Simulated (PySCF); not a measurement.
**C$_{3}$H$_{8}$S, SMILES `CCSC`: what the electrons do**

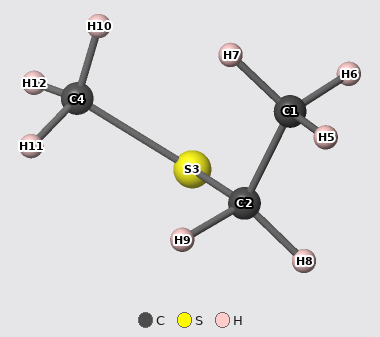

The molecule, with its atoms numbered as below. No frequency check shows the geometry to be a minimum.

Geometry (Å), atoms numbered from 1:

```
C1       1.8128    0.5525   -0.2742
C2       0.9513   -0.4106    0.5202
S3      -0.6933   -0.6814   -0.2238
C4      -1.4767    0.9158    0.1367
H5       2.8061    0.6092    0.1670
H6       1.9065    0.2125   -1.3030
H7       1.3828    1.5517   -0.2762
H8       1.4039   -1.4011    0.5485
H9       0.7954   -0.0622    1.5419
H10     -1.0051    1.7035   -0.4433
H11     -1.4025    1.1218    1.2010
H12     -2.5181    0.8217   -0.1517
```

Part 1: Bonding charge

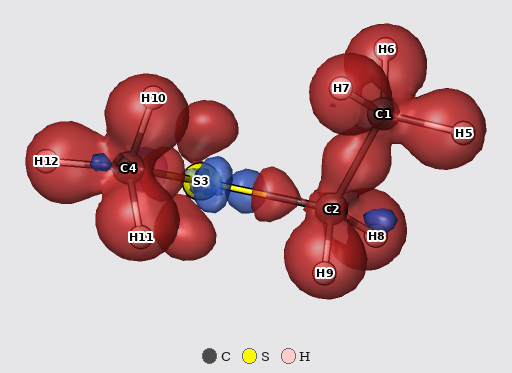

Deformation density (molecule less spherical, spin-averaged free atoms at the same positions), surfaces at ±0.12 e/Å³; red: gain, blue: loss.

PySCF calculation, PBE0/def2-SVP, gas phase; geometry: GFN2-xTB.

Describe the bonding that the map shows.

Answer. The five largest and four smallest: C2–H8: +0.70 e/Å³ at the bond critical point (bond length 1.09 Å, Mayer order 1.0). C4–H10: +0.70 e/Å³ at the bond critical point (bond length 1.09 Å, Mayer order 1.0). C2–H9: +0.70 e/Å³ at the bond critical point (bond length 1.09 Å, Mayer order 1.0). C4–H12: +0.70 e/Å³ at the bond critical point (bond length 1.08 Å, Mayer order 1.0). C4–H11: +0.70 e/Å³ at the bond critical point (bond length 1.09 Å, Mayer order 1.0). C1–H5: +0.67 e/Å³ at the bond critical point (bond length 1.09 Å, Mayer order 1.0). C1–C2: +0.45 e/Å³ at the bond critical point (bond length 1.52 Å, Mayer order 1.0). C2–S3: +0.25 e/Å³ at the bond critical point (bond length 1.82 Å, Mayer order 1.0). S3–C4: +0.24 e/Å³ at the bond critical point (bond length 1.81 Å, Mayer order 1.0). In all, 2.6 electrons gather in the regions of gain relative to the promolecule.

Where do the Hirshfeld charges lie?

Answer. The highest Hirshfeld charge is on H12 (+0.05 e), the lowest on C1 (−0.12 e).

| atom | charge (e) |
| --- | --- |
| C1 | −0.12 |
| C2 | −0.07 |
| S3 | −0.02 |
| C4 | −0.12 |
| H5 | +0.04 |
| H6 | +0.04 |
| H7 | +0.04 |
| H8 | +0.04 |
| H9 | +0.04 |
| H10 | +0.04 |
| H11 | +0.04 |
| H12 | +0.05 |

Part 2: Bond critical points

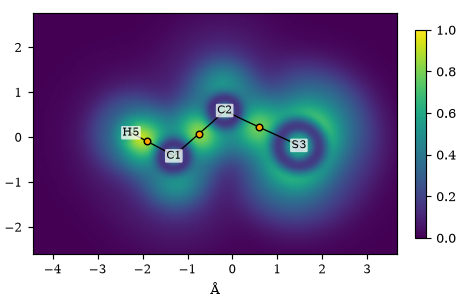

Localised orbital locator (LOL) in the plane of C1, C2, S3 and H5, with bond paths and bond critical points (dots).

Rank the bonds in the plane by LOL at their critical points.

Answer. C1–H5: about 0.88; C1–C2: about 0.83; C2–S3: about 0.78. Values above 0.5 mark slow, localised electrons, as in shared pairs; low values at a critical point mark a polar or closed-shell contact whose critical point lies between the shells.

Where along C1–H5 does the critical point lie?

Answer. 0.68 Å from C1 and 0.41 Å from H5.

Part 3: Local ionisation energy

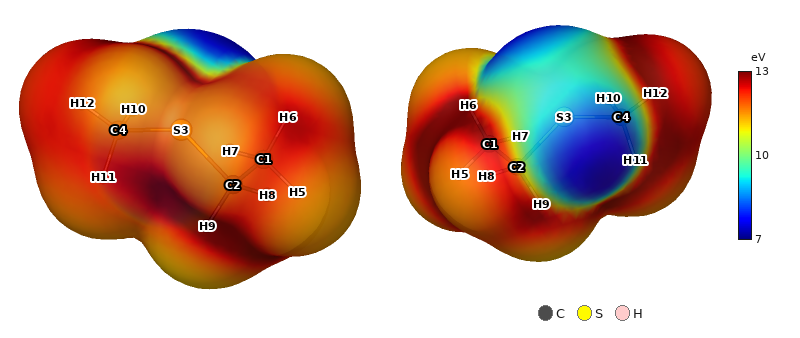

Average local ionisation energy on the surface of electron density 0.001 a.u. (back view left, front view right).

Locate the minima of the map.

Answer. The lowest value is 7.5 eV, 2.2 Å from S3. Further minima include 7.5 eV, near S3 (2.24 Å) and H6 (2.44 Å); 11.2 eV, 1.4 Å from H9. For comparison, the highest occupied orbital lies at −6.1 eV.

What volume does the surface enclose, and what is the dipole moment?

Answer. About 114 Å³; the dipole moment is 1.6 D.

Part 4: Localised orbitals

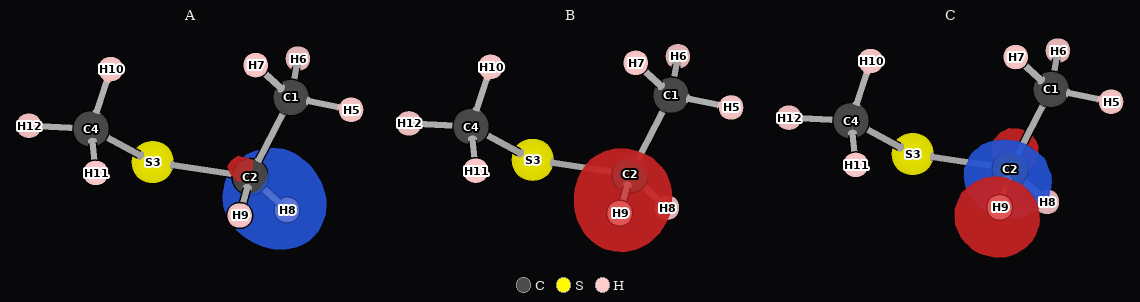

Intrinsic bond orbitals (IBO), occupied and valence-virtual; each surface holds about 70 % of the orbital's density. Energies are diagonal elements of the Fock matrix.

Level of theory: TPSSh/6-311G** (PySCF), at a geometry from GFN2-xTB.

Identify each orbital.

Answer. By panel:
- A: σ bond C2–H8 (C2 58 %, H8 42 %; −13.1 eV)
- B: σ bond C2–H9 (C2 57 %, H9 42 %; −13.1 eV)
- C: σ* orbital H9–C2 (H9 57 %, C2 42 %; 9.2 eV)

How do all the valence pairs divide up?

Answer. 13 pairs: 11 σ bonds and 2 lone pairs.

Part 5: Stretching a bond

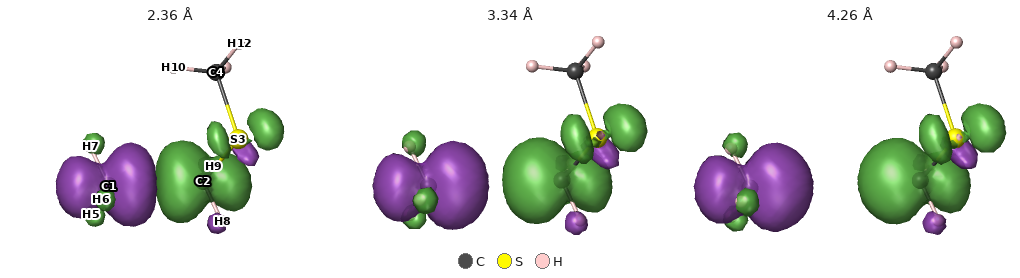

Rigid stretch of the C1–C2 bond. Broken-symmetry UHF spin density at ±0.03 e/Å³ (purple: α, green: β).

Computed with PySCF, def2-SVP basis, geometry: GFN2-xTB.

How does the broken-symmetry solution share the spin, and how far is it from a pure singlet?

Answer. At 4.26 Å excess α spin lies mostly on C1 and excess β on C2; the two could be swapped at no cost. ⟨S²⟩ is 0.57 at 2.36 Å, 0.99 at 3.34 Å and 1.02 at 4.26 Å, against 0 for a pure singlet and 1 for an equal mix of singlet and triplet.

Where does the UHF solution part from RHF?

Answer. Between 2.05 Å (⟨S²⟩ = 0, the two coincide) and 2.36 Å (⟨S²⟩ = 0.57); at 4.26 Å ⟨S²⟩ is 1.02 and UHF lies 4.6 eV below RHF.

How much energy does the stretch cost?

Answer. By CASSCF, 4.0 eV from the lowest point of the scan (1.52 Å) to 4.26 Å; RHF gives 8.0 eV from its own lowest point. The fragments aren't relaxed and dynamic correlation is missing, so this isn't a bond dissociation energy.
